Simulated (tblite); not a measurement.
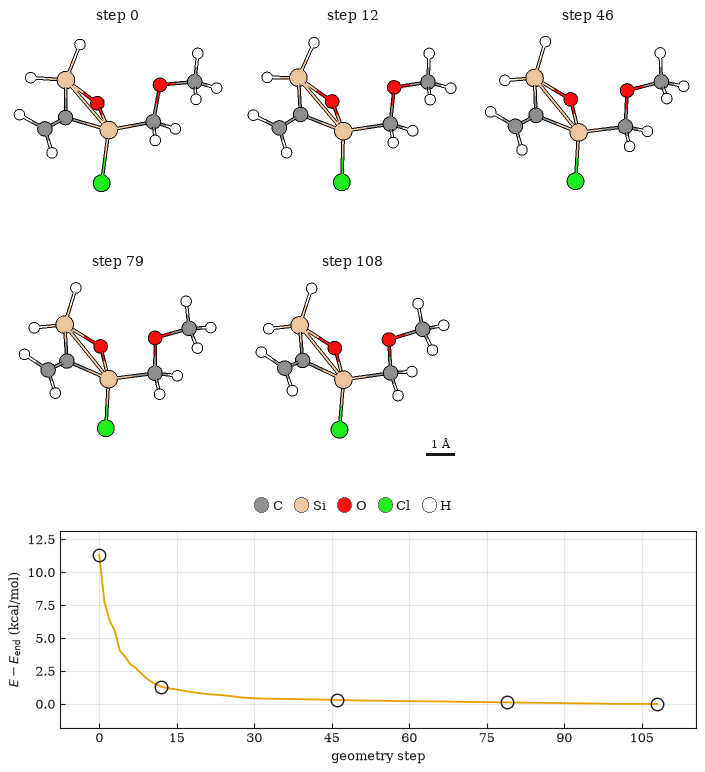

Frames of a relaxation of C₄H₉ClO₂Si₂, marked on the history of the run. The picture is a ball-and-stick view, seen at a tilt.

The calculation used tblite, GFN2-xTB geometry optimisation, gas phase. 

### What happens along the run?

The atom that moves furthest after the best rigid fit is an H atom (0.63 Å). By element the largest moves are H 0.63 Å, O 0.42 Å, C 0.35 Å, Cl 0.26 Å, Si 0.13 Å. Near-neighbour distances that change, for instance: Si–Si 2.437 → 2.589 Å, C–Si 1.853 → 1.901 Å, C–O 1.449 → 1.411 Å, H–Si 1.492 → 1.455 Å. Among the angles between lasting bonds that change: C–Si–Cl 105.0° → 118.8°, Si–Si–H 132.9° → 121.8°, Si–C–O 116.5° → 106.0°. The energy falls by 11.3 kcal/mol in 108 geometry steps. From step 0 to 12: the Cl atom moves most (0.21 Å), energy −10.0 kcal/mol. From step 12 to 46: the Cl atom moves most (0.21 Å), energy −1.02 kcal/mol. From step 46 to 79: an H atom moves most (0.28 Å), energy −0.19 kcal/mol. From step 79 to 108: H atoms move most (0.22 Å), energy −0.11 kcal/mol.

```tsv
step	E − E(0), kcal/mol
0	0.00
1	-3.60
2	-4.99
3	-5.77
4	-7.31
5	-7.74
6	-8.32
7	-8.58
8	-8.98
9	-9.33
10	-9.64
15	-10.25
20	-10.55
25	-10.72
31	-10.93
36	-10.97
41	-11.00
46	-11.04
51	-11.08
56	-11.11
62	-11.14
67	-11.16
72	-11.19
77	-11.22
82	-11.24
87	-11.26
93	-11.30
98	-11.32
103	-11.34
108	-11.34
```
